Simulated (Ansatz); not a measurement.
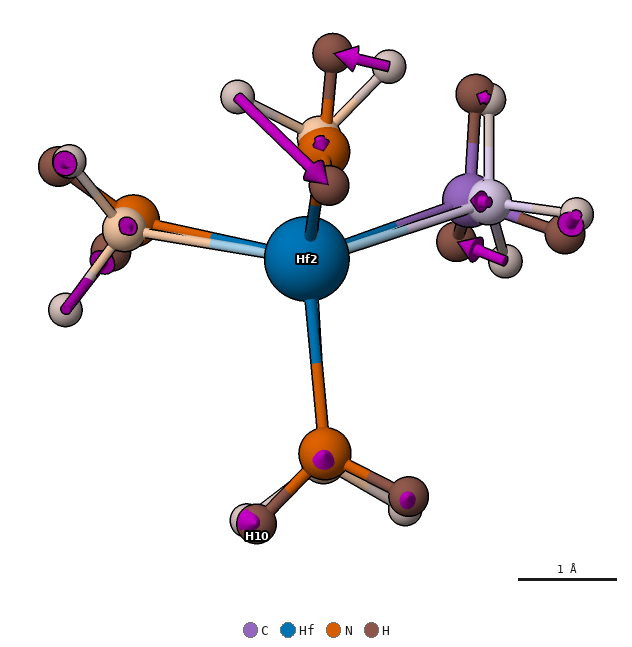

This is a relaxation of CH9HfN3. The starting structure is drawn faded, the final one solid; purple arrows show the displacements, at their true length. The two geometries are superimposed by the best rigid fit.

Style: ball-and-stick. Shown at a tilt.

The start comes from GFN2-xTB.

Computed with Ansatz 0.2.0, RKS PBE0-D4/def2-TZVP.

The input:
```yaml
crystal:
  periodic: [false, false, false]
  atoms:
    - {symbol: C, position_ang: [-1.647410, 1.180350, 0.272960]}
    - {symbol: Hf, position_ang: [0.178930, -0.127230, 0.030160]}
    - {symbol: N, position_ang: [1.593920, 0.736300, 1.255270]}
    - {symbol: N, position_ang: [-0.566700, -2.028180, 0.306820]}
    - {symbol: N, position_ang: [1.149250, -0.279920, -1.787390]}
    - {symbol: H, position_ang: [-2.082940, 1.002000, 1.267670]}
    - {symbol: H, position_ang: [-1.445920, 2.258150, 0.215190]}
    - {symbol: H, position_ang: [-2.447040, 0.978440, -0.452100]}
    - {symbol: H, position_ang: [1.331920, 1.496370, 1.884280]}
    - {symbol: H, position_ang: [2.526190, 0.972980, 0.914990]}
    - {symbol: H, position_ang: [-0.249900, -2.822090, -0.250690]}
    - {symbol: H, position_ang: [-1.576050, -2.148900, 0.405170]}
    - {symbol: H, position_ang: [1.094040, -1.183510, -2.262410]}
    - {symbol: H, position_ang: [2.141690, -0.034760, -1.799920]}
basis:
  gaussian: {orbitals: def2-TZVP}
hamiltonian: {xc: pbe0, dispersion: d4}
relax: {f_tol: 0.005, max_steps: 150}
```

Launched with:
```bash
ansatz run in.yaml --threads 4 --pin off --events-out ev --progress --plain --max-ram 11315MiB
```

**Atoms of which element are displaced furthest, and by how much?**

Hydrogen: up to 1.45 Å, against 0.29 Å for nitrogen.

**What did the optimiser do to the structure, and how much energy did it gain?**

The atom that moves furthest after the best rigid fit is H11 (1.45 Å). By element the largest moves are H 1.45 Å, N 0.29 Å, C 0.26 Å, Hf 0.05 Å. Near-neighbour distances that change, for instance: Hf2–N5 2.066 → 2.040 Å, Hf2–N3 2.061 → 2.040 Å, C1–Hf2 2.259 → 2.245 Å, N3–H10 1.020 → 1.010 Å. Bond angles that change, for instance: N3–Hf2–N4 123.7° → 110.7°, C1–Hf2–N5 121.1° → 108.2°, Hf2–N5–H13 116.7° → 127.4°. The energy falls by 0.587 eV in 17 accepted moves (19 points after the start). The largest force component goes from 0.5 to 0.0029 eV/Å. The line search rejected the trial steps at points 6, 18 of the run. The forces were under the threshold at step 15, but the run went on from there. Cost: 70 s on 4 threads of Arm Neoverse V2, with other jobs on the host.
